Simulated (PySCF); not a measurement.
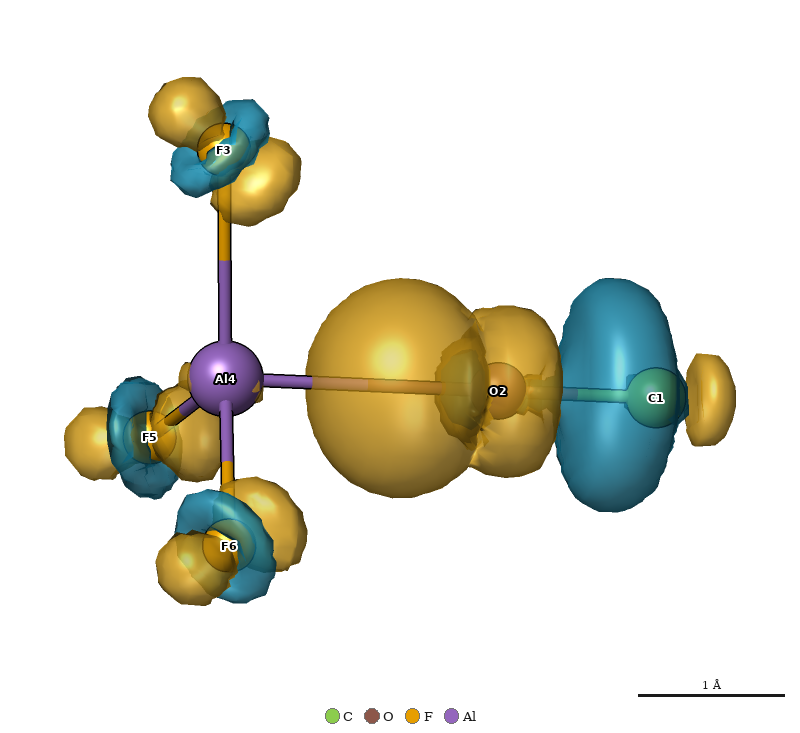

Figure 1: CAlF3O, SMILES `[C-]#[O+].F[Al](F)F`. Density of the complex less the densities of the two fragments at the same geometry, ±0.02 e/Å³ (yellow: gain, teal: loss). Fragment A: CO (atoms 1–2); fragment B: AlF3.

Computed with PySCF, TPSS/def2-TZVP, geometry: GFN2-xTB.

Input

```python
import numpy as np
from pyscf import gto, scf, dft
from pyscf.scf import atom_ks, atom_hf
from scipy.linalg import block_diag
from pyscf.dispersion import dftd3

def solve(mol, dm0=None, hcore=None):
    mf = (dft.UKS if mol.spin else dft.RKS)(mol, xc='tpss')
    mf.grids.level = 3
    mf = mf.density_fit(auxbasis='def2-universal-jkfit')
    mf.conv_tol, mf.max_cycle = 1e-8, 80
    if hcore is not None:
        mf.get_hcore = lambda *args: hcore
    mf.kernel(dm0)
    if not mf.converged:
        mf = mf.newton().run(mf.mo_coeff, mf.mo_occ, max_cycle=30)
    assert mf.converged, 'SCF not converged'
    return mf

mol = gto.M(atom='''
C     -2.50396    -0.00031     0.00089
O     -1.39093    -0.00088     0.00018
F      0.70886     1.45802    -0.72871
Al     0.53682     0.00009    -0.00037
F      0.71104    -0.09730     1.62617
F      0.71039    -1.35985    -0.89767
''', basis='def2-tzvp', charge=0, spin=0, verbose=4)
mol_a = gto.M(atom='''
C     -2.50396    -0.00031     0.00089
O     -1.39093    -0.00088     0.00018
ghost-F      0.70886     1.45802    -0.72871
ghost-Al     0.53682     0.00009    -0.00037
ghost-F      0.71104    -0.09730     1.62617
ghost-F      0.71039    -1.35985    -0.89767
''', basis='def2-tzvp', charge=0, spin=0, verbose=4)
mol_b = gto.M(atom='''
ghost-C     -2.50396    -0.00031     0.00089
ghost-O     -1.39093    -0.00088     0.00018
F      0.70886     1.45802    -0.72871
Al     0.53682     0.00009    -0.00037
F      0.71104    -0.09730     1.62617
F      0.71039    -1.35985    -0.89767
''', basis='def2-tzvp', charge=0, spin=0, verbose=4)
ab, a, b = solve(mol), solve(mol_a), solve(mol_b)
e_int = ab.e_tot - a.e_tot - b.e_tot
print('counterpoise-corrected interaction energy / kcal/mol', e_int * 627.5095)
def disp(atoms, charge):
    m = gto.M(atom=atoms, charge=charge, basis='sto-3g', spin=None, unit='Bohr', verbose=0)
    return dftd3.DFTD3Dispersion(m, xc='tpss', version='d3bj').get_dispersion()['energy']
e_disp = disp(mol._atom, mol.charge) - disp(mol._atom[:2], mol_a.charge) - disp(mol._atom[2:], mol_b.charge)
print('D3(BJ) part / kcal/mol', e_disp * 627.5095)
# spherically averaged free atoms, for the promolecule
atm = atom_ks.get_atm_nrks(mol, xc='tpss')
pro = block_diag(*[(atm[a[0]][2] * atm[a[0]][3]) @ atm[a[0]][2].T for a in mol._atom])
np.savez('result.npz', e_int=e_int, e_disp=e_disp, dm_a=a.make_rdm1(), dm_b=b.make_rdm1(), c=ab.mo_coeff, occ=ab.mo_occ, eps=ab.mo_energy, pro=pro, d=[f.dip_moment(verbose=0) for f in (ab, a, b)])
```

Command:

```sh
OMP_NUM_THREADS=1 python input.py
```

The run took 2.3 min on 1 thread of Arm Neoverse V2, on a shared host, peak memory 0.74 GiB.

Partitions, critical points and surface values were worked out afterwards from this run's density.

**How is the density rearranged on binding?**

Hirshfeld charges show 0.073 e passing from A to B. By Hirshfeld charges, electrons gather most on O2 (−0.051 e) and leave C1 most (+0.124 e); 0.24 e is displaced in all, which induces a dipole of 1.89 D.

**What is the interaction energy, and which contacts carry it?**

The counterpoise-corrected interaction energy of the frozen fragments is −3.6 kcal/mol without dispersion correction and −5.1 kcal/mol with D3(BJ). The pair geometry is semi-empirical, not a minimum at this level. Contacts: O2···Al4, 1.93 Å, ρ = 0.048 a.u. The pose is a local one from a semi-empirical search, not shown to be the most stable.
